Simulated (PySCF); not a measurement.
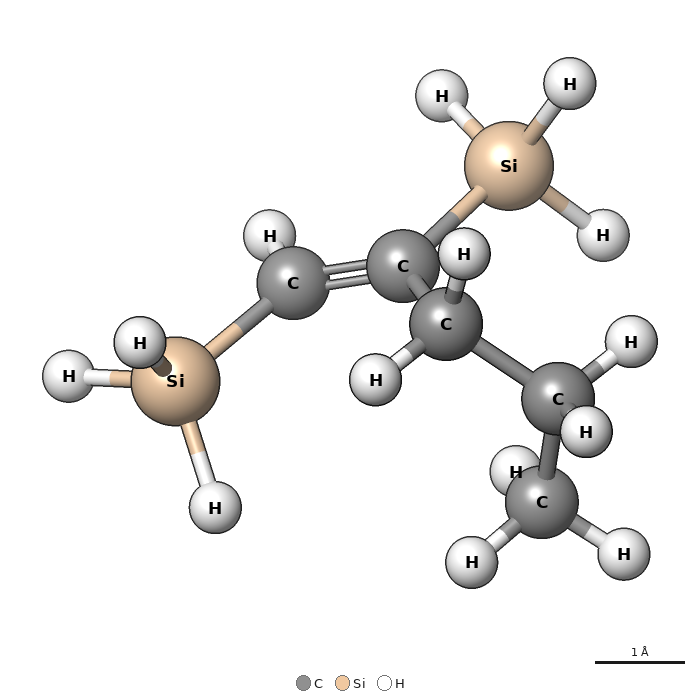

Rendered structure (ball-and-stick style). Multiple sticks mark multiple bonds (one Kekulé form).

Count the atoms of each element.

Answer. C5H14Si2, 21 atoms: 5 carbon, 14 hydrogen and 2 silicon.

What is its SMILES?

Answer. CCC/C([SiH3])=C\[SiH3]

More results for the same structure follow; atom numbers are the same in all pictures, views and colours differ. The computed structure is the end point of a PBE0-D3(BJ)/def2-SVP optimisation. No frequency run is at hand to confirm it as a minimum.

## Shape

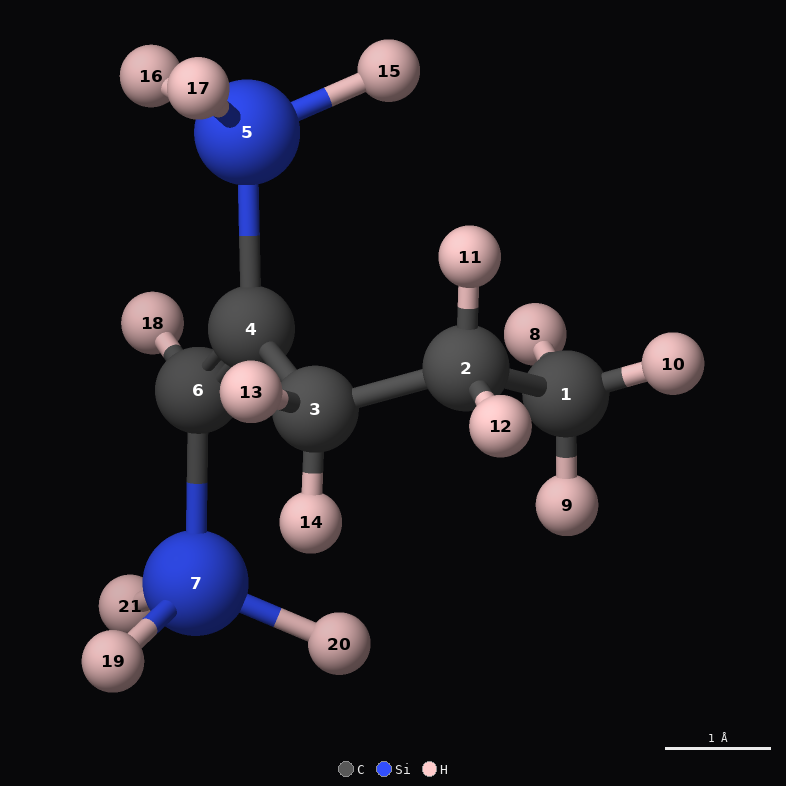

The atoms are numbered. No frequency run is at hand to confirm it as a minimum.

What are the angles C1–C2–C3, C1–C2–H12, C2–C1–H9, C2–C3–C4, C3–C2–H12, C4–C3–H14, C4–Si5–H16, C4–Si5–H17, C4–C6–Si7, Si5–C4–C6, C6–Si7–H19, C6–Si7–H20?

```tsv
angle	degrees
C1–C2–C3	113.4
C1–C2–H12	109.9
C2–C1–H9	111.0
C2–C3–C4	113.9
C3–C2–H12	108.4
C4–C3–H14	110.3
C4–Si5–H16	109.2
C4–Si5–H17	110.5
C4–C6–Si7	126.0
Si5–C4–C6	118.8
C6–Si7–H19	112.0
C6–Si7–H20	111.8
```

## Core levels

No frequency run is at hand to confirm it as a minimum. Properties computed with delta-SCF UKS SCAN, pcX-2 on the ionised atom, pcseg-1 elsewhere, spin-free X2C (PySCF 2.14.0).

Give the core-electron binding energies (to vacuum; p and d levels without spin–orbit splitting) of C1 1s, C2 1s, C3 1s, C4 1s, Si5 1s, Si5 2p, C6 1s, Si7 1s, Si7 2p.

```tsv
atom	level	binding energy (eV)
C1	1s	290.5
C2	1s	290.6
C3	1s	290.6
C4	1s	290.0
Si5	1s	1846.3
Si5	2p	106.7
C6	1s	289.7
Si7	1s	1846.2
Si7	2p	106.7
```

## NMR shielding

The questions are on isotropic NMR shieldings of the Si atoms. No frequency run is at hand to confirm it as a minimum. Level of theory: GIAO PBE0/pcSseg-1 NMR shielding, non-relativistic, IEF-PCM chloroform (PySCF 2.14.0).

List the isotropic NMR shieldings of the Si atoms.

| atom | σ (ppm) |
| --- | --- |
| Si5 | 415.8 |
| Si7 | 438.3 |

## Dipole moment

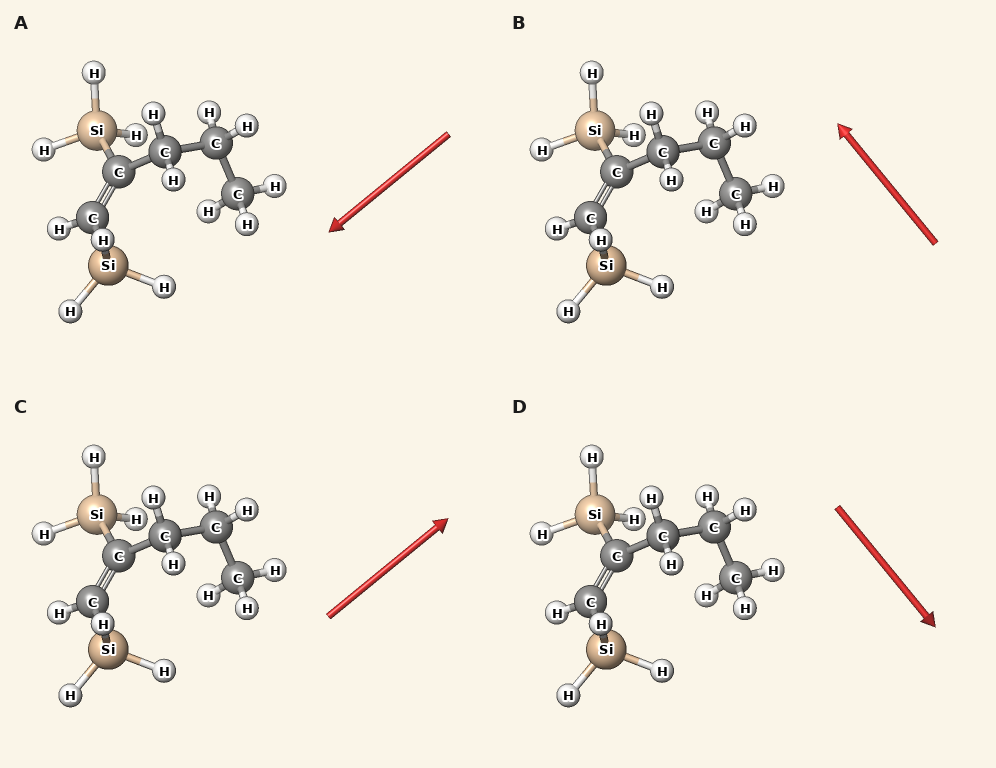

The same molecule four times, each with an arrow. No frequency run is at hand to confirm it as a minimum. Method: PBE0/def2-SVPD, gas phase (PySCF 2.14.0).

Which arrow points along the dipole moment, from the negative to the positive end?

Answer. C. The dipole moment is 0.74 D.

## Charges

The questions are on ESP-fitted charges. No frequency run is at hand to confirm it as a minimum. Properties computed with PBE0/pcSseg-1 in chloroform (IEF-PCM) (PySCF 2.14.0).

Which atom carries the highest charge (most positive or least negative)?

Answer. Si7 (0.33 e).

And the lowest?

Answer. C1 (−0.33 e).

List the ESP-fitted charges.

```json
{"atom": "C1", "value (e)": "−0.33"}
{"atom": "C2", "value (e)": "0.20"}
{"atom": "C3", "value (e)": "−0.31"}
{"atom": "C4", "value (e)": "0.00"}
{"atom": "Si5", "value (e)": "0.25"}
{"atom": "C6", "value (e)": "−0.30"}
{"atom": "Si7", "value (e)": "0.33"}
{"atom": "H8", "value (e)": "0.08"}
{"atom": "H9", "value (e)": "0.09"}
{"atom": "H10", "value (e)": "0.08"}
{"atom": "H11", "value (e)": "−0.01"}
{"atom": "H12", "value (e)": "0.00"}
{"atom": "H13", "value (e)": "0.11"}
{"atom": "H14", "value (e)": "0.12"}
{"atom": "H15", "value (e)": "−0.06"}
{"atom": "H16", "value (e)": "−0.08"}
{"atom": "H17", "value (e)": "−0.07"}
{"atom": "H18", "value (e)": "0.16"}
{"atom": "H19", "value (e)": "−0.09"}
{"atom": "H20", "value (e)": "−0.08"}
{"atom": "H21", "value (e)": "−0.09"}
```
